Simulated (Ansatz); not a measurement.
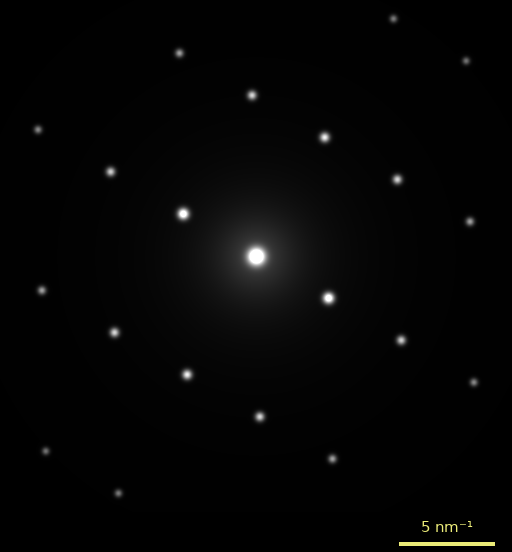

Simulated selected-area electron diffraction pattern (200 kV, kinematic approximation, thin crystal, B = 0.5 Å² for all atoms).

Phase: Pd, space group Fm-3m (No. 225), a = 3.91 Å. Structure: the input geometry of an electronic-structure calculation (not necessarily at equilibrium).

```tsv
atom	site	symmetry	x	y	z
Pd	4a	m-3m	0.0000	0.0000	0.0000
```

### Determine the zone axis from the geometry of the pattern.

The spots form a rectangular net whose two shortest vectors correspond to d = 2.26 Å and 1.38 Å, 90.0° apart. They index as -1 1 1 and 0 -2 2, so the zone axis is [211] (or an equivalent direction of <211>).
